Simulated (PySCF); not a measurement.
# Be₃N: relaxation and vibrations of the doublet

Aim: relax Be₃N as a doublet from a trigonal pyramidal start, check by its vibrations whether the end is a minimum, and collect its spectrum and constants.

Method: PBE0, basis N def2-TZVP, Be def2-TZVP, no relativity, density fitting; program: PySCF 2.14.0.

## Step 1: The system as given

4 atoms, charge 0, spin multiplicity 2.

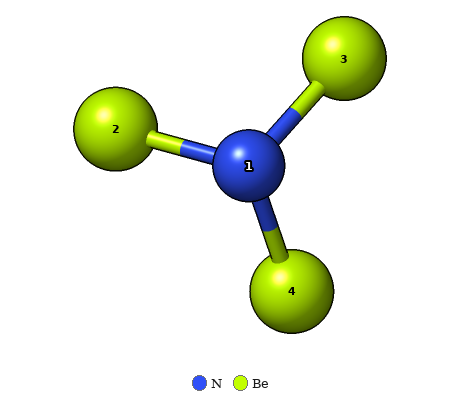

Start geometry, drawn with nitrogen blue, beryllium green; atoms are numbered from 1 in the order of the file.

```xyz
4
charge 0 multiplicity 2
N     0.0000    0.0000   -0.5351
Be    1.5275    0.0000    0.2771
Be   -0.7637    1.3229    0.2771
Be   -0.7638   -1.3228    0.2771
```

## Step 2: Relaxation: trigonal pyramidal start, doublet

The steps below are one call of a driver around PySCF. For each, scf.py gives the equivalent set-up of the SCF; relaxations use the driver's own optimiser. Before each start the driver seeks the lowest SCF state from one or more starting densities and follows internal instabilities, so scf.py alone need not reach the same state.

The program finds C3v symmetry in the start, which this walk keeps.

The input, scf.py:

```python
from pyscf import gto, scf, dft
mol = gto.M(atom='''
N      0.000000     0.000000    -0.535070
Be     1.527510    -0.000038     0.277130
Be    -0.763723     1.322881     0.277130
Be    -0.763788    -1.322844     0.277129''',
    basis={'N': 'def2-TZVP', 'Be': 'def2-TZVP'},
    charge=0, spin=1)
mf = dft.UKS(mol, xc='PBE0')
mf.grids.atom_grid = (50, 194)
aux = {'N': 'def2-universal-JKFIT', 'Be': 'def2-universal-JKFIT'}
mf = mf.density_fit(auxbasis=aux)
mf.kernel()
```

The optimiser's trace:

| step | energy (Eh) | change (kJ/mol) | largest symmetric gradient (Eh/bohr) |
| --- | --- | --- | --- |
| 0 | -98.763020 | 0.00 | 0.08779 |
| 1 | -98.796983 | -89.17 | 0.05143 |
| 2 | -98.810425 | -124.46 | 0.01742 |
| 3 | -98.812183 | -129.08 | 0.00740 |
| 4 | -98.812858 | -130.85 | 0.00765 |
| 5 | -98.814079 | -134.06 | 0.01127 |
| 6 | -98.814638 | -135.52 | 0.00406 |
| 7 | -98.814956 | -136.36 | 0.00215 |
| 8 | -98.815150 | -136.87 | 0.00168 |
| 9 | -98.815185 | -136.96 | 0.00052 |
| 10 | -98.815190 | -136.97 | 0.00009 |
| 11 | -98.815190 | -136.97 | 0.00001 |

The walk ran for 7.3 s (4 threads, shared host).

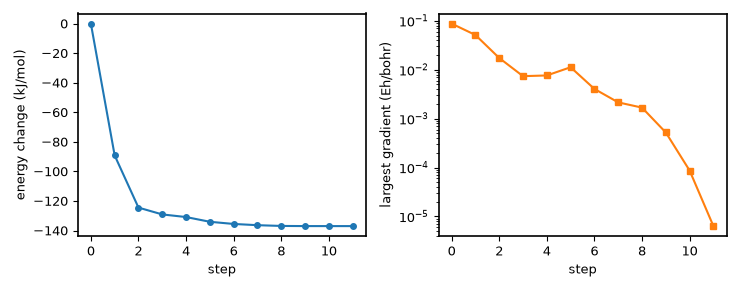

Energy and largest gradient along the walk.

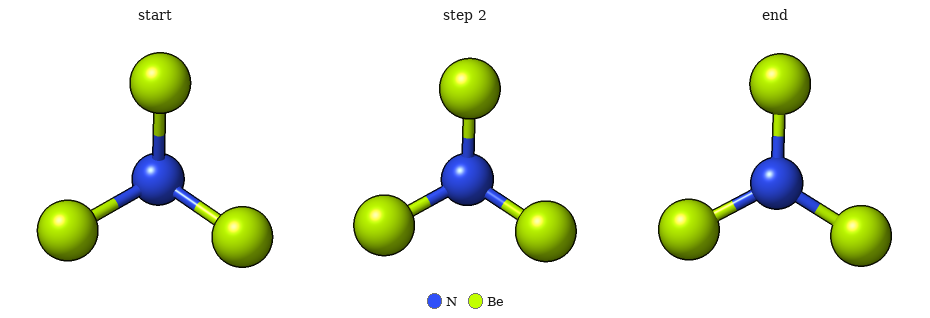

The geometry along the walk, at one scale.

End point (D3h, 11 steps, 137.0 kJ/mol gained): N–Be 1.506 Å (×3); Be–N–Be 120.0° (×3). A gradient of 0.0018 Eh/bohr that breaks the symmetry is left: this electronic state wants a lower symmetry.

## Step 3: Releasing the symmetry

The geometry is nudged along the force that breaks the symmetry.

The program finds C2v symmetry in the start, which may break. Threshold on the gradient: 0.0003 Eh/bohr, with a further test on the energy change.

scf.py, as its differences from that of step 2:

```diff
@@ -3,4 +3,4 @@
-N      0.000000     0.000000    -0.535070
-Be     1.527510    -0.000038     0.277130
-Be    -0.763723     1.322881     0.277130
-Be    -0.763788    -1.322844     0.277129''',
+N     -0.003492     0.000000    -0.000000
+Be     1.499254    -0.000038     0.000000
+Be    -0.746880     1.311630     0.000000
+Be    -0.746947    -1.311592    -0.000001''',
```

The optimiser's trace:

| step | energy (Eh) | change (kJ/mol) | largest gradient (Eh/bohr) |
| --- | --- | --- | --- |
| 0 | -98.815291 | 0.00 | 0.00319 |
| 1 | -98.815349 | -0.15 | 0.00249 |
| 2 | -98.815805 | -1.35 | 0.00222 |
| 3 | -98.815844 | -1.45 | 0.00128 |
| 4 | -98.815857 | -1.49 | 0.00055 |
| 5 | -98.815858 | -1.49 | 0.00017 |

The walk took 3.6 s.

Geometry (Å) and forces (eV/Å) at some steps:

```
step 0
N   -0.003   0.000   0.000  -0.164   0.000   0.000
Be   1.499   0.000   0.000  -0.009   0.000   0.000
Be  -0.747   1.312   0.000   0.086   0.049   0.000
Be  -0.747  -1.312   0.000   0.086  -0.049   0.000
step 1
N   -0.007   0.000   0.000  -0.128   0.000   0.000
Be   1.496   0.000   0.000  -0.028   0.000   0.000
Be  -0.743   1.315   0.000   0.078   0.052   0.000
Be  -0.743  -1.315   0.000   0.078  -0.052   0.000
step 3
N   -0.073   0.000   0.000  -0.008   0.000   0.000
Be   1.435   0.000   0.000  -0.064   0.000   0.000
Be  -0.680   1.380   0.000   0.036  -0.066   0.000
Be  -0.680  -1.380   0.000   0.036   0.066   0.000
step 5
N   -0.079   0.000  -0.002  -0.009   0.000   0.002
Be   1.427   0.000   0.001   0.006   0.000  -0.001
Be  -0.673   1.382   0.001   0.001  -0.002  -0.001
Be  -0.673  -1.382   0.001   0.001   0.002  -0.001
```

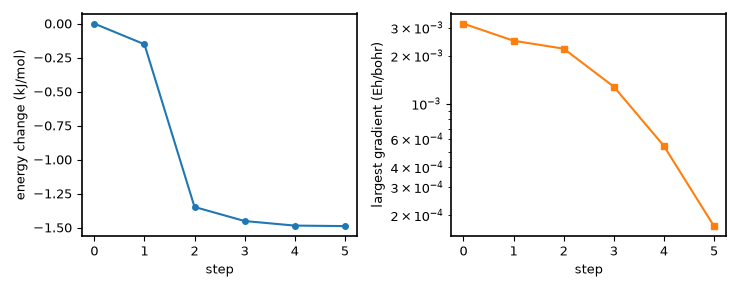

Energy and largest gradient along the walk.

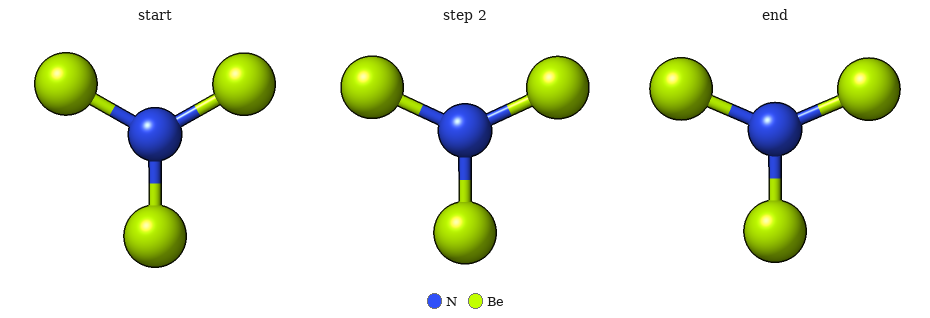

Start and end of the relaxation, with a step between.

It settles in C2v symmetry, 1.5 kJ/mol below the start, after 5 steps: N–Be 1.505 Å (×3); Be–N–Be 113.3° (×2), Be–N–Be 133.5°.

## Step 4: Hessian and properties

The point is checked on the finer grid, and tightened if its gradient asks for it. The Hessian and the dipole derivatives come from central differences of analytic gradients, with steps of 0.01 bohr.

scf.py, as its differences from that of step 3:

```diff
@@ -3,4 +3,4 @@
-N     -0.003492     0.000000    -0.000000
-Be     1.499254    -0.000038     0.000000
-Be    -0.746880     1.311630     0.000000
-Be    -0.746947    -1.311592    -0.000001''',
+N     -0.069443     0.000002     0.000004
+Be     1.435991    -0.000036    -0.000082
+Be    -0.664002     1.382241     0.000038
+Be    -0.664071    -1.382208     0.000038''',
@@ -10 +10 @@
-mf.grids.atom_grid = (50, 194)
+mf.grids.atom_grid = (75, 302)
```

This SCF starts from the last density.

SCF at the final geometry:

```text
init E= -98.8158459091385
[... the frontier-level lines of each cycle are left out ...]
cycle= 1 E= -98.8158459091325  delta_E= 5.97e-12  |g|= 5.54e-06  |ddm|= 6.53e-06
Extra cycle  E= -98.8158459091021  delta_E= 3.04e-11  |g|= 9.99e-06  |ddm|= 8.9e-06
converged SCF energy = -98.8158459091021  <S^2> = 1.6329283  2S+1 = 2.7443967
```

The whole step took 14 s.

Geometry: C2v; N–Be 1.505 Å (×3); Be–N–Be 113.3° (×2), Be–N–Be 133.4°.

Harmonic modes (main isotopes):

```
symmetry  ω (cm⁻¹)  IR (km/mol)  μ (u)     type
      b2       110          6.5   9.48     bend
      b1       151          0.1  11.76     bend
      a1       156          3.8   9.73     bend
      a1       895          0.0   9.01  stretch
      a1      1149         70.2  10.74  stretch
      b2      1244          207  11.06  stretch
```

All wavenumbers are real: a minimum.

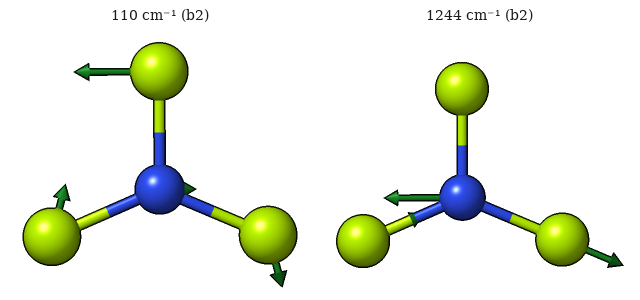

Displacements of 2 of the modes, as arrows (one member where a mode is degenerate).

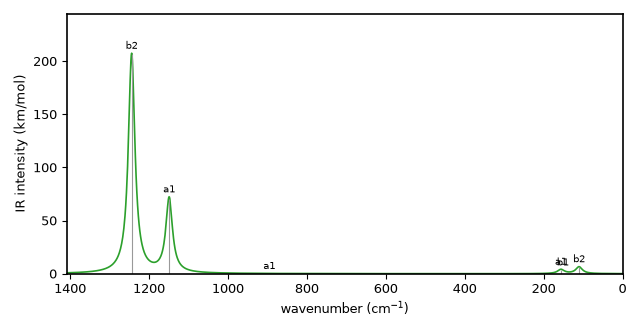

The harmonic infrared spectrum (widths in cm⁻¹). Lines are broadened to a width of 20 cm⁻¹ (Lorentzian).

Constants and moments:

* Dipole moment: 0.11 D
* Highest occupied level: -5.58 eV
* Lowest empty level: -2.10 eV
* Rotational constants: 0.6338, 0.4895, 0.2762 cm⁻¹
* Zero-point energy: 22.2 kJ/mol
* Principal polarisabilities: 77.4, 92.1, 102.7 bohr³
* Atomisation energy without zero-point energy: 960 kJ/mol
* Principal traceless quadrupole moments about the centre of mass: -3.35, 0.57, 2.78 D Å
* Entropy at 298.15 K and 1 bar (electronic part: spin only): 285.8 J/(mol K)
* Heat capacity Cp at 298.15 K: 61.1 J/(mol K)
* Enthalpy at 298.15 K above 0 K: 15.37 kJ/mol
* Rotational symmetry number: 2
* Spin squared ⟨S²⟩: 1.633

Charges (e) and bond orders:

```
 atom  Mulliken  Löwdin  polar tensor  spin (Mulliken)  Mayer order to N1
   N1      0.44   -0.21         -0.55             0.02                  –
  Be2     -0.13    0.07          0.13            -0.90               1.24
Be3,4     -0.15    0.07          0.21             0.94               1.27
```

Outer orbital energies (eV). α occupied: -111.03, -110.78, -22.02, -11.39, -10.63, -8.66, -6.12, -5.58; empty: -1.97, -1.03, -0.72, -0.61. β occupied: -111.09, -110.71, -110.71, -21.98, -11.12, -10.73, -8.64, -5.93; empty: -2.10, -1.66, -0.87, -0.34.

Mulliken populations on N1: s 3.21, p 3.35, d 0.00, f 0.00.

## Step 5: Results

| quantity | value |
| --- | --- |
| minimum | broken-symmetry (Ms = 1/2), C2v |
| geometry | N–Be 1.505 Å (×3); Be–N–Be 113.3° (×2), Be–N–Be 133.4° |
| wavenumbers (cm⁻¹) | 110 (b2), 151 (b1), 156 (a1), 895 (a1), 1149 (a1), 1244 (b2) |
| dipole moment | 0.11 D |
| highest occupied, lowest empty level (either spin) | -5.58, -2.10 eV |
| polar-tensor charge of N1 | -0.55 e |
| zero-point energy | 22.2 kJ/mol |
| entropy at 298.15 K | 285.8 J/(mol K) |
| atomisation energy (no zero-point energy) | 960 kJ/mol |
| ⟨S²⟩ | 1.633 |

The trigonal pyramidal start (C3v) ends in a minimum of C2v symmetry. The determinant is spin-contaminated (⟨S²⟩ = 1.63 against 0.75), so it is no pure spin state. In the infrared the band at 1244 cm⁻¹ (b2, stretch) leads. Only this shape and spin were tried, so other structures or states may lie lower.

The search up to here took 30 s.
